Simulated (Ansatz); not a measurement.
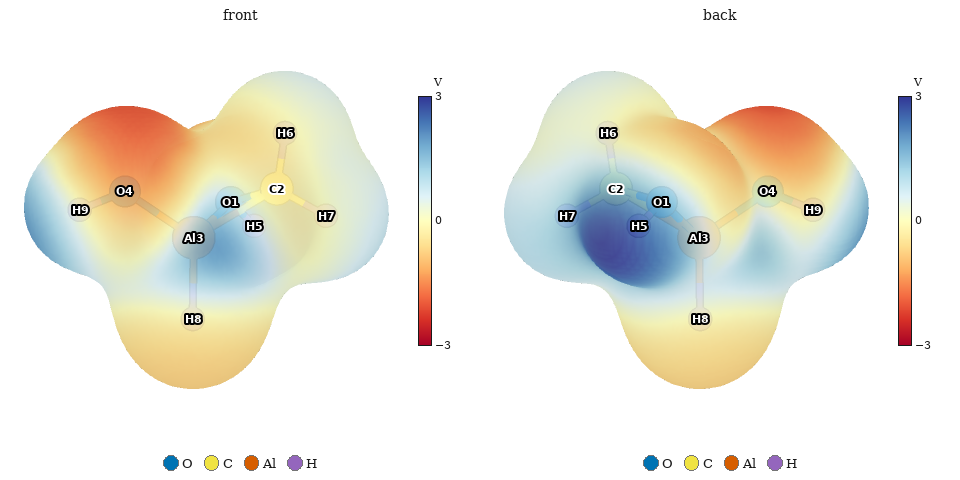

Figure 1: CH5AlO2. The molecular electrostatic potential painted on the density surface at 0.002 e/bohr³, seen from the front and from behind; the colour scale runs from red (negative) to blue (positive).

Method: UKS B3LYP/def2-SVP (Ansatz 0.2.0).

Input

```
crystal:
  periodic: [false, false, false]
  atoms:
    - { symbol: O, position_ang: [-0.4451, 1.1052, -1.2127] }
    - { symbol: C, position_ang: [0.5977, 0.3639, -0.8419] }
    - { symbol: Al, position_ang: [0.1072, -0.7389, 0.7439] }
    - { symbol: O, position_ang: [-0.3322, 0.0847, 2.3043] }
    - { symbol: H, position_ang: [-1.1259, 0.5339, -1.7028] }
    - { symbol: H, position_ang: [1.4445, 1.0495, -0.5689] }
    - { symbol: H, position_ang: [0.954, -0.289, -1.6731] }
    - { symbol: H, position_ang: [0.2742, -2.3152, 0.6747] }
    - { symbol: H, position_ang: [-1.386, 0.1595, 2.2594] }
magnetization:
  spin_polarized: true
basis:
  gaussian: { orbitals: def2-SVP }
hamiltonian:
  xc: b3lyp
relax:
  f_tol: 0.02
  max_steps: 50
output:
  orbitals: {}
```

Command:

```sh
ansatz run input.yaml --threads 2 --pin off --max-ram 3072MiB --backend cpu --events-out ev --progress --plain --runs-dir out
```

The fields are those of the run's last geometry, not of the input's.

Describe the electrostatic potential map.

Answer. The most negative region (about −2.0 V) lies over O4, the most positive (about +2.9 V) over H5. O4 is the likeliest acceptor of a hydrogen bond.
